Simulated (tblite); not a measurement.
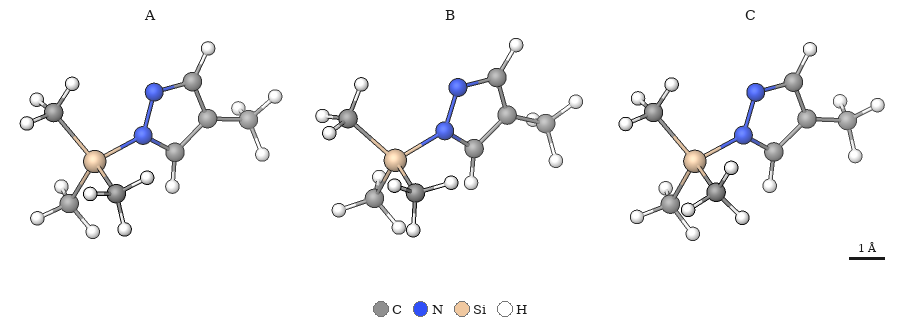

3 geometries from one relaxation of C7H14N2Si, in shuffled order. The picture is a ball-and-stick view, seen from a free direction.

Level of theory: GFN2-xTB geometry optimisation, gas phase in tblite 0.8.0. 

Question: Order the frames from highest to lowest energy.

Answer: B, A, C. They are steps 0, 81, 161, at +0.666 eV, +0.022 eV relative to the last. Over 161 geometry steps the energy falls by 0.666 eV. The largest move after the best rigid fit is that of an H atom, 0.92 Å. Largest moves by element: H 0.92 Å, C 0.24 Å, N 0.18 Å, Si 0.05 Å. Some distances before and after: C–Si 1.845 → 1.905 Å, C–N 1.368 → 1.312 Å, C–C 1.356 → 1.411 Å, C–H 1.128 → 1.085 Å. Bond angles that change, for instance: N–N–Si 126.3° → 119.0°, Si–C–H 104.6° → 111.5°, C–C–C 122.1° → 128.8°. Groups turn about C–Si by about 55°, C–Si by about 25°.
